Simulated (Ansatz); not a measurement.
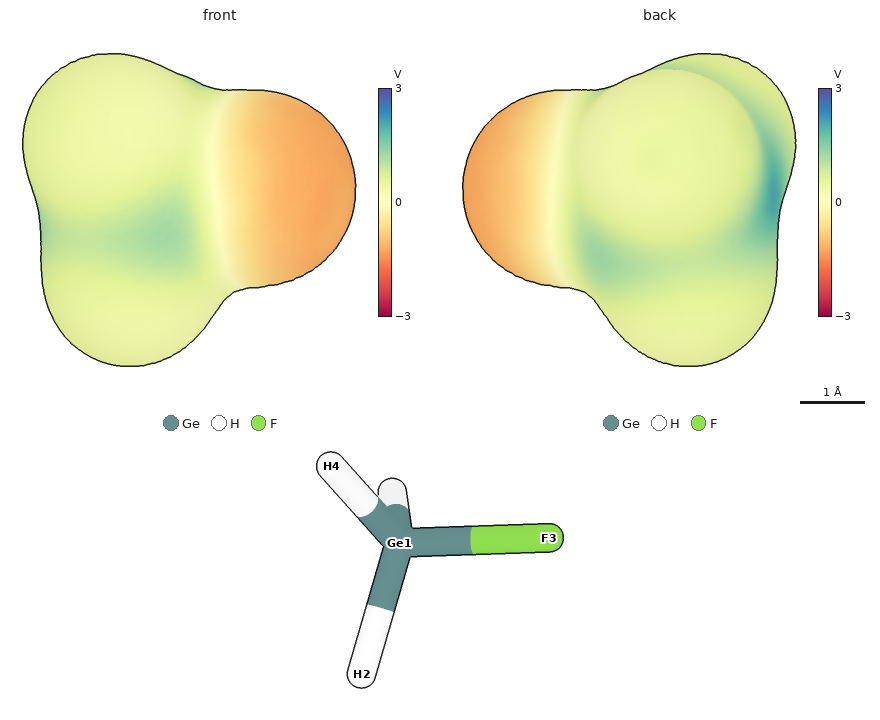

FGeH3. The molecular electrostatic potential painted on the density surface at 0.002 e/bohr³, seen from the front and from behind; the colour scale runs from red (negative) to blue (positive). The bare structure is drawn below in the same view.

Theory: RKS revPBE/def2-SVP (Ansatz 0.2.0).

```xyz
5

Ge    0.1818    0.0000    0.2111
H     0.1892    0.0000    1.7631
F     1.8738    0.0000   -0.3079
H    -0.4644    1.2867   -0.3676
H    -0.4644   -1.2867   -0.3676
```

**Which sites attract a positive test charge, and which a negative one?**

A positive charge is drawn to the negative regions and a negative charge to the positive ones. The most negative region (about −1.2 V) lies over F3, the most positive (about +2.0 V) over Ge1.
